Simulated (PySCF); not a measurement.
## Electronic structure of C$_{4}$H$_{9}$OSi (SMILES C/C=[C]/CO[SiH3]) (doublet) in real space

```csv
atom,x (Å),y (Å),z (Å)
C,2.9970,0.8646,0.1731
C,1.5091,0.6799,0.0990
C,0.8881,-0.4539,0.0466
C,-0.4334,-1.0561,-0.0330
O,-1.4370,-0.0572,-0.0572
Si,-3.0428,-0.2255,-0.1417
H,3.3423,1.4492,-0.6787
H,3.2603,1.4056,1.0811
H,3.5044,-0.0958,0.1727
H,0.9515,1.6243,0.0919
H,-0.5999,-1.7135,0.8316
H,-0.5121,-1.6684,-0.9422
H,-3.4291,1.1751,-0.1334
H,-3.5607,-0.9840,1.0022
H,-3.4421,-0.9363,-1.3613
```

Geometry: GFN2-xTB.

The calculation used PySCF, UKS B3LYP, pcH-1 on C H O Si, non-relativistic, mean-field spin-orbit, GIAO.

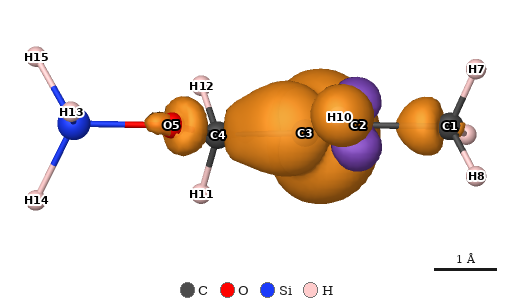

Figure 1. Isosurfaces of the spin density at +0.03 (orange) and −0.03 e/Å³ (purple), seen from one side.

Where is the unpaired spin?

Answer. The unpaired spin (1 electron) lies mostly on C3 (about 0.7) and C4 (about 0.1), in electrons by Hirshfeld's partition.

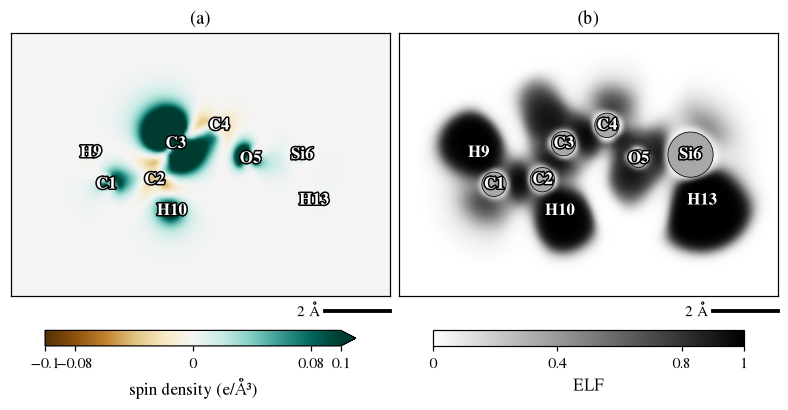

Figure 2. (a) spin density; (b) electron localisation function on the plane of atoms O5, Si6 and H13. Grey discs cover the atomic cores in the ELF map.

What does the map show?

Answer.
- The section cuts through C, O, Si and H sites.
- C–C (1.29 Å): the ELF peaks at about 0.90 between the atoms (a short, multiple covalent bond).
- C–O (1.42 Å): the ELF peaks at about 0.85 between the atoms: a polar covalent bond.
- Si–O (1.62 Å): the ELF peaks at about 0.90 between the atoms; a polar covalent bond.
- C–H (1.09 Å): the ELF climbs to about 1 towards the hydrogen, as it does in any bond to H; an ordinary covalent bond to hydrogen.
- C–C (1.45 Å): the ELF peaks at about 0.95 between the atoms; localised, covalent bonding.
- The ELF also peaks beside O5, away from the bonds: non-bonding electrons, paired or unpaired.

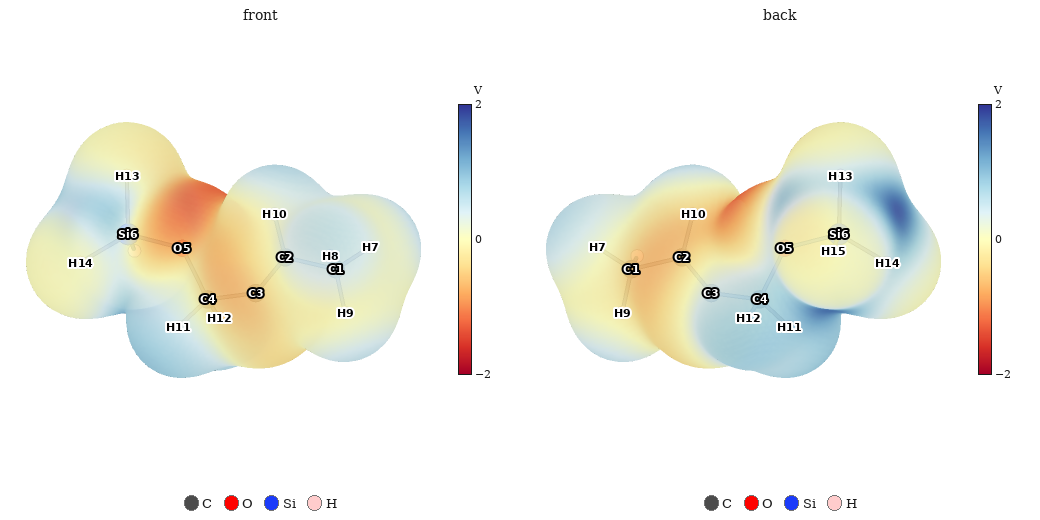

Figure 3. The molecular electrostatic potential painted on the density surface at 0.002 e/bohr³, seen from the front and from behind; the colour scale runs from red (negative) to blue (positive).

Which sites attract a positive test charge, and which a negative one?

Answer. A positive charge is drawn to the negative regions and a negative charge to the positive ones. The most negative region (about −1.2 V) lies over O5, the most positive (about +1.6 V) over Si6. O5 is the likeliest acceptor of a hydrogen bond.
